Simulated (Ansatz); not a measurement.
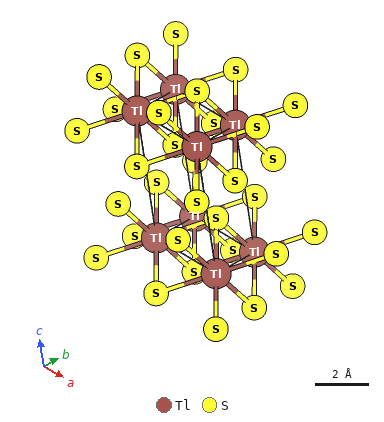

Ball-and-stick representation of a periodic structure, projected slightly off an axis. The simulation cell is outlined; an atom on or near a face, edge or corner is repeated at each equivalent position. Some neighbours outside the box are added.

Computational set-up: DFT, PAW plane waves, r2SCAN in Ansatz, 500 eV cutoff, k-mesh 8×8×8, Fermi-Dirac smearing of 0.1 eV, no spin polarisation.

> Predict the Bader charges.

Tl +0.99 e; S -0.50 e.

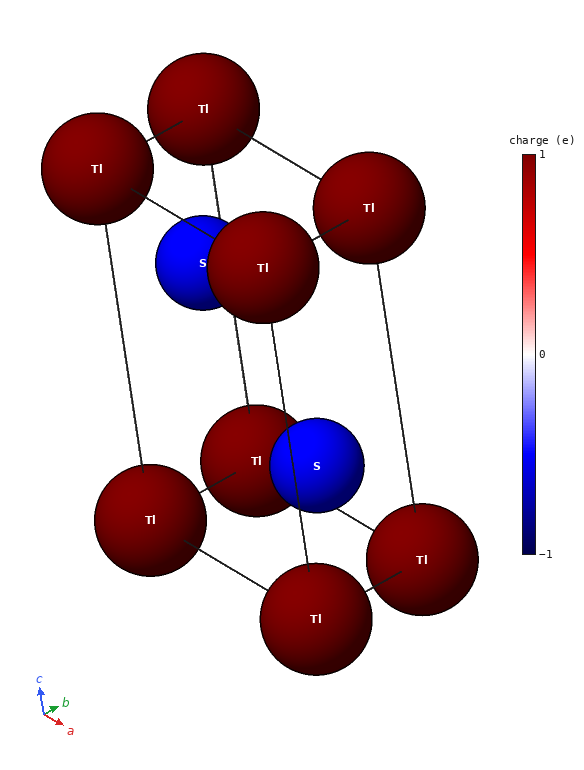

The atoms coloured by those charges.

Provenance: a generated cell, made by putting these elements into a known structure type (the compound may or may not exist in this form). A relaxation with Ansatz, DFT, PAW plane waves, r2SCAN gave the geometry drawn.
